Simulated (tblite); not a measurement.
**Geometry relaxation of C$_{4}$H$_{13}$NOSi (part 2 of 2)**

C$_{4}$H$_{13}$NOSi; GFN2-xTB geometry optimisation, gas phase (tblite 0.8.0). It belongs to a series of runs on one base structure; here: constitutional isomer.

Geometry of the input (Å):
```
C  -0.6778  -0.2623  -1.6097
C  -0.5516  0.0386  -0.1072
C  -1.4327  1.2437  0.2515
C  -1.0632  -1.1837  0.6834
Si 1.3063  0.4182  0.3749
N  2.3176  -0.8678  -0.0526
O  1.9496  1.6662  -0.5089
H  -0.3467  0.5946  -2.2126
H  -0.0905  -1.1365  -1.9062
H  -1.7345  -0.4650  -1.8696
H  -2.4930  1.0450  -0.0047
H  -1.4035  1.4841  1.3191
H  -1.1421  2.1450  -0.2951
H  -0.9966  -1.0285  1.7718
H  -0.4888  -2.0854  0.4615
H  -2.1135  -1.4002  0.4621
H  1.4669  0.6522  1.8170
H  2.0854  -1.6836  0.5169
H  3.2716  -0.6154  0.2251
H  2.1320  1.4515  -1.4282
```

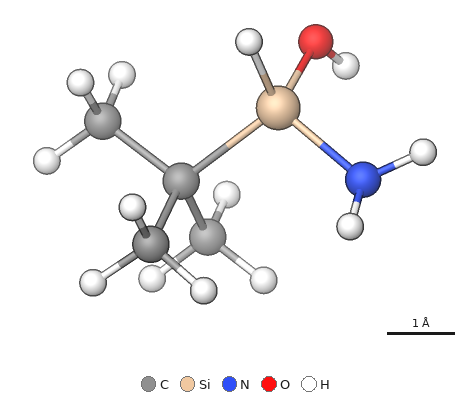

Fig. 1: The geometry at step 36 of the log (ball-and-stick view, seen at a tilt).

Trajectory as extended XYZ, continued
```
20
Properties=species:S:1:pos:R:3:forces:R:3 step=21 energy=-652.44384
C    -0.6638   -0.2671   -1.5883    0.0090   0.0030   0.0130
C    -0.5335    0.0168   -0.0902    0.0410   0.0110   0.0370
C    -1.4126    1.2219    0.2480   -0.0180   0.0210  -0.0040
C    -1.0508   -1.1924    0.6900    0.0060  -0.0200   0.0090
Si    1.2757    0.4373    0.3884    0.0370   0.0220   0.0520
N     2.2770   -0.9279    0.0306   -0.0290  -0.0020  -0.0090
O     1.8964    1.6926   -0.4472   -0.0340  -0.0470  -0.0140
H    -0.3427    0.5955   -2.1695   -0.0080  -0.0040  -0.0070
H    -0.0583   -1.1227   -1.8803    0.0020   0.0010   0.0210
H    -1.7034   -0.4769   -1.8430    0.0150  -0.0180  -0.0180
H    -2.4514    1.0282   -0.0179   -0.0250  -0.0110  -0.0080
H    -1.3714    1.4518    1.3102    0.0030  -0.0290   0.0120
H    -1.0805    2.1023   -0.2963    0.0130   0.0210  -0.0170
H    -0.9797   -1.0249    1.7628    0.0220   0.0330   0.0000
H    -0.4816   -2.0870    0.4496    0.0360  -0.0060  -0.0280
H    -2.0960   -1.3868    0.4495   -0.0140   0.0170  -0.0180
H     1.3255    0.9853    1.7462    0.0140  -0.0190  -0.0240
H     2.0522   -1.8226    0.4329   -0.0030   0.0260  -0.0030
H     3.2734   -0.7758    0.0782   -0.0550  -0.0400   0.0110
H     2.1205    1.5630   -1.3652   -0.0120   0.0410  -0.0040
20
Properties=species:S:1:pos:R:3:forces:R:3 step=23 energy=-652.44535
C    -0.6618   -0.2678   -1.5848    0.0170  -0.0050  -0.0280
C    -0.5305    0.0164   -0.0886    0.0000   0.0110   0.0180
C    -1.4110    1.2194    0.2472   -0.0310   0.0370   0.0100
C    -1.0486   -1.1931    0.6885    0.0070  -0.0200   0.0330
Si    1.2775    0.4414    0.3911   -0.0070   0.0220   0.0110
N     2.2673   -0.9288    0.0294   -0.0150  -0.0060  -0.0190
O     1.9006    1.6936   -0.4462   -0.0310  -0.0230  -0.0100
H    -0.3431    0.5951   -2.1653    0.0110   0.0140  -0.0320
H    -0.0548   -1.1220   -1.8736    0.0320  -0.0230  -0.0070
H    -1.6991   -0.4815   -1.8453    0.0040  -0.0120   0.0140
H    -2.4508    1.0294   -0.0186   -0.0110  -0.0240  -0.0180
H    -1.3704    1.4441    1.3100    0.0020   0.0110   0.0240
H    -1.0755    2.0980   -0.2980    0.0020   0.0370   0.0060
H    -0.9765   -1.0248    1.7603    0.0180   0.0240   0.0330
H    -0.4782   -2.0871    0.4484    0.0170  -0.0100  -0.0330
H    -2.0949   -1.3841    0.4488    0.0060   0.0020  -0.0200
H     1.3264    0.9932    1.7460    0.0200  -0.0140  -0.0070
H     2.0388   -1.8210    0.4328   -0.0170  -0.0140   0.0120
H     3.2639   -0.7839    0.0741   -0.0040  -0.0310   0.0090
H     2.1156    1.5742   -1.3679   -0.0180   0.0230   0.0060
20
Properties=species:S:1:pos:R:3:forces:R:3 step=26 energy=-652.44681
C    -0.6570   -0.2693   -1.5842    0.0130   0.0000   0.0070
C    -0.5289    0.0173   -0.0861   -0.0210   0.0080  -0.0290
C    -1.4121    1.2208    0.2478    0.0130  -0.0160   0.0010
C    -1.0452   -1.1952    0.6904    0.0130   0.0370  -0.0140
Si    1.2779    0.4460    0.3939   -0.0220  -0.0380  -0.0380
N     2.2560   -0.9309    0.0258    0.0000  -0.0210   0.0080
O     1.9022    1.6936   -0.4459   -0.0160   0.0420   0.0050
H    -0.3417    0.5954   -2.1658    0.0100  -0.0230  -0.0150
H    -0.0470   -1.1237   -1.8692    0.0200   0.0160  -0.0080
H    -1.6938   -0.4876   -1.8454    0.0200  -0.0060   0.0190
H    -2.4511    1.0278   -0.0215    0.0140   0.0020  -0.0040
H    -1.3699    1.4396    1.3126   -0.0230   0.0340  -0.0120
H    -1.0715    2.0988   -0.2975   -0.0330   0.0100   0.0410
H    -0.9715   -1.0230    1.7624    0.0060  -0.0190  -0.0020
H    -0.4737   -2.0883    0.4441   -0.0140   0.0280   0.0060
H    -2.0922   -1.3823    0.4465    0.0330  -0.0140   0.0150
H     1.3302    0.9994    1.7460    0.0240  -0.0040   0.0190
H     2.0224   -1.8198    0.4341   -0.0250  -0.0150   0.0060
H     3.2538   -0.7958    0.0712    0.0090  -0.0170   0.0020
H     2.1081    1.5877   -1.3707   -0.0210  -0.0040  -0.0070
20
Properties=species:S:1:pos:R:3:forces:R:3 step=28 energy=-652.44818
C    -0.6516   -0.2705   -1.5844   -0.0030   0.0030   0.0200
C    -0.5294    0.0200   -0.0861    0.0330   0.0100  -0.0170
C    -1.4138    1.2222    0.2487    0.0210  -0.0280  -0.0100
C    -1.0408   -1.1938    0.6917    0.0040   0.0410  -0.0370
Si    1.2758    0.4481    0.3925    0.0420  -0.0190  -0.0040
N     2.2465   -0.9347    0.0213    0.0110  -0.0220   0.0360
O     1.9009    1.6957   -0.4471   -0.0160   0.0380   0.0120
H    -0.3395    0.5938   -2.1692    0.0060  -0.0350   0.0020
H    -0.0378   -1.1243   -1.8657    0.0080   0.0390   0.0010
H    -1.6873   -0.4938   -1.8439    0.0070  -0.0100  -0.0030
H    -2.4510    1.0262   -0.0247    0.0040   0.0200   0.0070
H    -1.3725    1.4392    1.3143   -0.0350   0.0220  -0.0270
H    -1.0726    2.1024   -0.2930   -0.0390   0.0030   0.0330
H    -0.9658   -1.0219    1.7645    0.0020  -0.0350  -0.0380
H    -0.4701   -2.0861    0.4394   -0.0060   0.0390   0.0300
H    -2.0864   -1.3816    0.4453    0.0040  -0.0190   0.0380
H     1.3403    0.9962    1.7492    0.0100  -0.0150  -0.0330
H     2.0056   -1.8185    0.4380   -0.0130  -0.0010  -0.0130
H     3.2455   -0.8060    0.0725   -0.0140  -0.0180  -0.0050
H     2.0988    1.5980   -1.3748   -0.0260  -0.0150   0.0060
20
Properties=species:S:1:pos:R:3:forces:R:3 step=30 energy=-652.44984
C    -0.6450   -0.2718   -1.5832   -0.0110   0.0050  -0.0020
C    -0.5275    0.0243   -0.0870    0.0540   0.0120   0.0200
C    -1.4147    1.2222    0.2490   -0.0050   0.0110  -0.0090
C    -1.0348   -1.1892    0.6909   -0.0110  -0.0080  -0.0150
Si    1.2761    0.4495    0.3904    0.0740   0.0340   0.0320
N     2.2352   -0.9412    0.0195    0.0160  -0.0040   0.0300
O     1.8967    1.7014   -0.4476   -0.0060   0.0020   0.0110
H    -0.3362    0.5894   -2.1731    0.0030  -0.0030   0.0000
H    -0.0253   -1.1221   -1.8607    0.0070   0.0200   0.0060
H    -1.6786   -0.5022   -1.8418   -0.0140  -0.0150  -0.0210
H    -2.4504    1.0253   -0.0283   -0.0110   0.0140   0.0060
H    -1.3781    1.4399    1.3144   -0.0300  -0.0080  -0.0080
H    -1.0763    2.1068   -0.2851   -0.0190   0.0190  -0.0100
H    -0.9582   -1.0226    1.7641    0.0030  -0.0160  -0.0320
H    -0.4656   -2.0802    0.4354    0.0290   0.0070   0.0230
H    -2.0790   -1.3817    0.4462   -0.0410  -0.0060   0.0330
H     1.3524    0.9936    1.7497   -0.0020  -0.0210  -0.0590
H     1.9841   -1.8196    0.4413   -0.0030  -0.0070  -0.0170
H     3.2350   -0.8216    0.0725   -0.0030  -0.0220  -0.0060
H     2.0851    1.6104   -1.3782   -0.0280  -0.0160   0.0180
20
Properties=species:S:1:pos:R:3:forces:R:3 step=32 energy=-652.45091
C    -0.6409   -0.2724   -1.5821   -0.0010   0.0070  -0.0090
C    -0.5235    0.0272   -0.0866   -0.0060   0.0030   0.0140
C    -1.4148    1.2224    0.2487   -0.0140   0.0280  -0.0030
C    -1.0314   -1.1868    0.6895   -0.0080  -0.0280   0.0080
Si    1.2803    0.4514    0.3909    0.0090   0.0200   0.0030
N     2.2281   -0.9461    0.0214    0.0150   0.0070   0.0060
O     1.8934    1.7065   -0.4462    0.0180  -0.0040   0.0090
H    -0.3337    0.5866   -2.1750   -0.0060   0.0220  -0.0040
H    -0.0161   -1.1194   -1.8571    0.0040  -0.0010   0.0050
H    -1.6734   -0.5088   -1.8411   -0.0010  -0.0080  -0.0140
H    -2.4499    1.0252   -0.0306   -0.0050   0.0010  -0.0020
H    -1.3831    1.4397    1.3140   -0.0190  -0.0190   0.0100
H    -1.0789    2.1104   -0.2806   -0.0040   0.0230  -0.0310
H    -0.9530   -1.0242    1.7623    0.0030   0.0060   0.0020
H    -0.4610   -2.0763    0.4343    0.0330  -0.0170   0.0040
H    -2.0762   -1.3821    0.4489   -0.0280   0.0090   0.0150
H     1.3576    0.9970    1.7457    0.0040  -0.0030   0.0020
H     1.9690   -1.8230    0.4411   -0.0020  -0.0110  -0.0100
H     3.2284   -0.8359    0.0695    0.0290  -0.0230  -0.0010
H     2.0741    1.6193   -1.3783   -0.0230  -0.0120  -0.0010
20
Properties=species:S:1:pos:R:3:forces:R:3 step=34 energy=-652.45139
C    -0.6394   -0.2722   -1.5822    0.0040   0.0070   0.0030
C    -0.5223    0.0285   -0.0857   -0.0330  -0.0030  -0.0110
C    -1.4154    1.2240    0.2484   -0.0030   0.0020  -0.0030
C    -1.0307   -1.1876    0.6892    0.0030   0.0010   0.0050
Si    1.2828    0.4530    0.3915   -0.0290  -0.0170  -0.0140
N     2.2266   -0.9476    0.0227    0.0130   0.0040   0.0030
O     1.8939    1.7083   -0.4453    0.0260   0.0000   0.0090
H    -0.3332    0.5870   -2.1760   -0.0120   0.0140   0.0030
H    -0.0125   -1.1183   -1.8556    0.0000   0.0040   0.0040
H    -1.6715   -0.5117   -1.8419    0.0150   0.0010  -0.0060
H    -2.4502    1.0254   -0.0317   -0.0010   0.0010  -0.0090
H    -1.3864    1.4385    1.3144   -0.0110  -0.0060   0.0020
H    -1.0803    2.1131   -0.2809   -0.0060   0.0010  -0.0120
H    -0.9510   -1.0247    1.7618    0.0030   0.0060   0.0130
H    -0.4573   -2.0760    0.4344    0.0020  -0.0030  -0.0010
H    -2.0771   -1.3819    0.4512    0.0090   0.0030   0.0070
H     1.3595    0.9986    1.7443    0.0090   0.0080   0.0350
H     1.9634   -1.8247    0.4399    0.0030   0.0020  -0.0130
H     3.2277   -0.8429    0.0681    0.0250  -0.0200   0.0020
H     2.0685    1.6218   -1.3782   -0.0170  -0.0080  -0.0180
20
Properties=species:S:1:pos:R:3:forces:R:3 step=36 energy=-652.45177
C    -0.6382   -0.2713   -1.5824    0.0000   0.0030   0.0040
C    -0.5234    0.0299   -0.0856   -0.0050   0.0000  -0.0120
C    -1.4169    1.2260    0.2478   -0.0030  -0.0190  -0.0040
C    -1.0298   -1.1878    0.6894    0.0090   0.0240   0.0040
Si    1.2830    0.4535    0.3910   -0.0080  -0.0150   0.0070
N     2.2269   -0.9483    0.0233    0.0060   0.0040   0.0050
O     1.8958    1.7092   -0.4450    0.0150  -0.0180   0.0100
H    -0.3338    0.5883   -2.1771   -0.0110   0.0060   0.0110
H    -0.0095   -1.1170   -1.8539    0.0030   0.0120   0.0010
H    -1.6690   -0.5141   -1.8433    0.0060   0.0040  -0.0050
H    -2.4510    1.0257   -0.0331   -0.0080   0.0030  -0.0140
H    -1.3905    1.4373    1.3148   -0.0010   0.0080  -0.0100
H    -1.0828    2.1161   -0.2818   -0.0060  -0.0200   0.0100
H    -0.9489   -1.0244    1.7620    0.0040   0.0040   0.0100
H    -0.4538   -2.0753    0.4343   -0.0240   0.0150  -0.0010
H    -2.0772   -1.3815    0.4537    0.0250  -0.0080   0.0020
H     1.3637    0.9961    1.7461    0.0010   0.0040   0.0110
H     1.9592   -1.8250    0.4390    0.0080   0.0080  -0.0160
H     3.2288   -0.8489    0.0689    0.0030  -0.0100   0.0040
H     2.0621    1.6222   -1.3796   -0.0140  -0.0020  -0.0160
20
Properties=species:S:1:pos:R:3:forces:R:3 step=38 energy=-652.45210
C    -0.6370   -0.2704   -1.5823   -0.0040  -0.0010  -0.0040
C    -0.5245    0.0313   -0.0862    0.0280   0.0050   0.0110
C    -1.4186    1.2264    0.2471   -0.0130  -0.0110  -0.0030
C    -1.0283   -1.1863    0.6900    0.0030   0.0120   0.0090
Si    1.2827    0.4531    0.3910    0.0260   0.0110   0.0250
N     2.2273   -0.9486    0.0241   -0.0010   0.0020   0.0000
O     1.8984    1.7084   -0.4448    0.0030  -0.0330   0.0040
H    -0.3350    0.5897   -2.1772   -0.0030   0.0080   0.0090
H    -0.0065   -1.1149   -1.8522    0.0110   0.0090  -0.0060
H    -1.6663   -0.5161   -1.8449   -0.0120   0.0010  -0.0050
H    -2.4522    1.0262   -0.0355   -0.0120  -0.0020  -0.0140
H    -1.3942    1.4368    1.3143    0.0020   0.0090  -0.0110
H    -1.0855    2.1172   -0.2817    0.0010  -0.0160   0.0110
H    -0.9465   -1.0237    1.7627    0.0070   0.0080   0.0040
H    -0.4525   -2.0734    0.4339   -0.0170   0.0110  -0.0010
H    -2.0752   -1.3816    0.4559    0.0070  -0.0080  -0.0020
H     1.3678    0.9939    1.7484   -0.0080  -0.0050  -0.0190
H     1.9559   -1.8251    0.4372    0.0040  -0.0050  -0.0120
H     3.2300   -0.8549    0.0701   -0.0100   0.0060   0.0050
H     2.0551    1.6226   -1.3815   -0.0130   0.0010  -0.0010
20
Properties=species:S:1:pos:R:3:forces:R:3 step=40 energy=-652.45245
C    -0.6357   -0.2695   -1.5822   -0.0010  -0.0010   0.0000
C    -0.5240    0.0327   -0.0861    0.0170   0.0010   0.0180
C    -1.4208    1.2256    0.2461   -0.0070   0.0050  -0.0010
C    -1.0265   -1.1841    0.6914   -0.0030  -0.0100   0.0070
Si    1.2839    0.4530    0.3931    0.0210   0.0110   0.0070
N     2.2272   -0.9490    0.0254   -0.0070  -0.0090  -0.0070
O     1.9023    1.7057   -0.4439    0.0030  -0.0140   0.0000
H    -0.3365    0.5921   -2.1763    0.0020   0.0060   0.0050
H    -0.0022   -1.1119   -1.8509    0.0120   0.0080  -0.0140
H    -1.6639   -0.5182   -1.8468   -0.0090  -0.0010   0.0060
H    -2.4541    1.0264   -0.0393   -0.0010  -0.0130  -0.0070
H    -1.3977    1.4367    1.3130   -0.0050   0.0040  -0.0030
H    -1.0874    2.1168   -0.2810    0.0070   0.0010  -0.0020
H    -0.9435   -1.0225    1.7642    0.0080   0.0120  -0.0010
H    -0.4523   -2.0712    0.4337    0.0070  -0.0050   0.0010
H    -2.0727   -1.3823    0.4582   -0.0130   0.0060  -0.0020
H     1.3700    0.9950    1.7493   -0.0090  -0.0040  -0.0100
H     1.9520   -1.8263    0.4333   -0.0040  -0.0210  -0.0040
H     3.2303   -0.8624    0.0701   -0.0070   0.0240   0.0060
H     2.0465    1.6242   -1.3829   -0.0110  -0.0010   0.0000
20
Properties=species:S:1:pos:R:3:forces:R:3 step=43 energy=-652.45276
C    -0.6344   -0.2688   -1.5816    0.0080   0.0050   0.0090
C    -0.5222    0.0334   -0.0844   -0.0200  -0.0080  -0.0140
C    -1.4226    1.2253    0.2451    0.0170  -0.0020  -0.0010
C    -1.0253   -1.1837    0.6932    0.0020   0.0010  -0.0080
Si    1.2867    0.4531    0.3953   -0.0260  -0.0230  -0.0180
N     2.2259   -0.9509    0.0257   -0.0070  -0.0110  -0.0020
O     1.9071    1.7025   -0.4431    0.0090   0.0150  -0.0010
H    -0.3376    0.5948   -2.1744   -0.0030   0.0010   0.0070
H     0.0030   -1.1082   -1.8523   -0.0010   0.0110  -0.0070
H    -1.6625   -0.5200   -1.8471    0.0170   0.0020   0.0180
H    -2.4552    1.0248   -0.0433    0.0170  -0.0100   0.0000
H    -1.4013    1.4371    1.3118   -0.0120   0.0010   0.0030
H    -1.0877    2.1165   -0.2809    0.0010   0.0040  -0.0070
H    -0.9402   -1.0204    1.7656    0.0000   0.0000  -0.0020
H    -0.4515   -2.0706    0.4341    0.0060  -0.0040   0.0090
H    -2.0720   -1.3821    0.4602    0.0030   0.0130   0.0070
H     1.3700    0.9972    1.7492    0.0000   0.0030   0.0150
H     1.9478   -1.8297    0.4290    0.0040  -0.0090  -0.0050
H     3.2291   -0.8654    0.0706   -0.0080   0.0140   0.0080
H     2.0378    1.6257   -1.3843   -0.0070  -0.0040  -0.0100
20
Properties=species:S:1:pos:R:3:forces:R:3 step=45 energy=-652.45308
C    -0.6327   -0.2672   -1.5805    0.0090   0.0060  -0.0020
C    -0.5217    0.0342   -0.0833   -0.0090  -0.0040  -0.0200
C    -1.4241    1.2254    0.2437    0.0190  -0.0050   0.0010
C    -1.0240   -1.1828    0.6947    0.0060   0.0110  -0.0080
Si    1.2879    0.4514    0.3960   -0.0280  -0.0130  -0.0070
N     2.2249   -0.9542    0.0253   -0.0080   0.0050   0.0020
O     1.9120    1.6990   -0.4434   -0.0010   0.0050   0.0000
H    -0.3392    0.5982   -2.1721   -0.0050   0.0110   0.0030
H     0.0083   -1.1025   -1.8546   -0.0040   0.0010   0.0030
H    -1.6600   -0.5215   -1.8458    0.0160  -0.0020   0.0140
H    -2.4553    1.0217   -0.0479    0.0190  -0.0010   0.0000
H    -1.4073    1.4382    1.3103   -0.0070  -0.0030   0.0040
H    -1.0890    2.1172   -0.2814   -0.0030  -0.0010  -0.0070
H    -0.9362   -1.0170    1.7665   -0.0080  -0.0120  -0.0020
H    -0.4496   -2.0695    0.4352   -0.0060   0.0000   0.0120
H    -2.0714   -1.3801    0.4630    0.0110   0.0060   0.0120
H     1.3715    0.9950    1.7510    0.0020  -0.0020  -0.0020
H     1.9456   -1.8349    0.4244    0.0160   0.0060  -0.0060
H     3.2278   -0.8651    0.0741   -0.0140  -0.0070   0.0080
H     2.0274    1.6249   -1.3870   -0.0030  -0.0020  -0.0020
20
Properties=species:S:1:pos:R:3:forces:R:3 step=47 energy=-652.45324
C    -0.6316   -0.2661   -1.5802    0.0030   0.0030  -0.0100
C    -0.5217    0.0347   -0.0837    0.0120   0.0030   0.0010
C    -1.4241    1.2253    0.2431    0.0030   0.0020   0.0010
C    -1.0231   -1.1817    0.6949    0.0020   0.0020   0.0020
Si    1.2870    0.4501    0.3957    0.0010   0.0090   0.0050
N     2.2241   -0.9555    0.0253   -0.0060   0.0090  -0.0010
O     1.9133    1.6974   -0.4436   -0.0090  -0.0090  -0.0040
H    -0.3403    0.6004   -2.1710   -0.0040   0.0150  -0.0030
H     0.0106   -1.0999   -1.8552    0.0030  -0.0050   0.0020
H    -1.6581   -0.5223   -1.8444   -0.0010  -0.0060   0.0020
H    -2.4544    1.0202   -0.0499    0.0070   0.0010  -0.0030
H    -1.4105    1.4385    1.3098    0.0030  -0.0050   0.0010
H    -1.0900    2.1175   -0.2820    0.0010  -0.0010  -0.0040
H    -0.9347   -1.0158    1.7666   -0.0060  -0.0080   0.0010
H    -0.4488   -2.0686    0.4362   -0.0060  -0.0020   0.0060
H    -2.0705   -1.3786    0.4648    0.0000   0.0000   0.0060
H     1.3726    0.9931    1.7517   -0.0010  -0.0050  -0.0150
H     1.9459   -1.8373    0.4222    0.0090   0.0040  -0.0020
H     3.2267   -0.8651    0.0765   -0.0080  -0.0070   0.0050
H     2.0224    1.6243   -1.3883   -0.0030   0.0010   0.0090
20
Properties=species:S:1:pos:R:3:forces:R:3 step=49 energy=-652.45330
C    -0.6308   -0.2656   -1.5805    0.0000   0.0010  -0.0020
C    -0.5212    0.0348   -0.0838    0.0050   0.0010   0.0060
C    -1.4236    1.2253    0.2430   -0.0020   0.0020  -0.0010
C    -1.0226   -1.1813    0.6950   -0.0020  -0.0030   0.0040
Si    1.2866    0.4502    0.3959    0.0080   0.0040   0.0010
N     2.2230   -0.9555    0.0252    0.0010   0.0000  -0.0030
O     1.9135    1.6968   -0.4435   -0.0070   0.0000  -0.0070
H    -0.3408    0.6020   -2.1706   -0.0040   0.0050  -0.0020
H     0.0118   -1.0993   -1.8554    0.0040   0.0020  -0.0010
H    -1.6572   -0.5231   -1.8437   -0.0020  -0.0030  -0.0030
H    -2.4534    1.0198   -0.0508    0.0000   0.0010  -0.0040
H    -1.4113    1.4381    1.3097    0.0070  -0.0040  -0.0020
H    -1.0899    2.1174   -0.2825    0.0040   0.0000   0.0000
H    -0.9346   -1.0161    1.7669   -0.0010  -0.0010   0.0030
H    -0.4490   -2.0687    0.4370   -0.0030  -0.0030   0.0020
H    -2.0701   -1.3782    0.4659   -0.0040   0.0000   0.0000
H     1.3725    0.9935    1.7509   -0.0010  -0.0010  -0.0020
H     1.9458   -1.8379    0.4212   -0.0020  -0.0010   0.0010
H     3.2255   -0.8662    0.0770    0.0020   0.0010   0.0020
H     2.0205    1.6247   -1.3884   -0.0020   0.0000   0.0070
```

Summary

- outcome: converged
- total energy: −652.4533 eV
- hardware: 1 CPU thread, shared host
- peak memory: 0.18 GiB
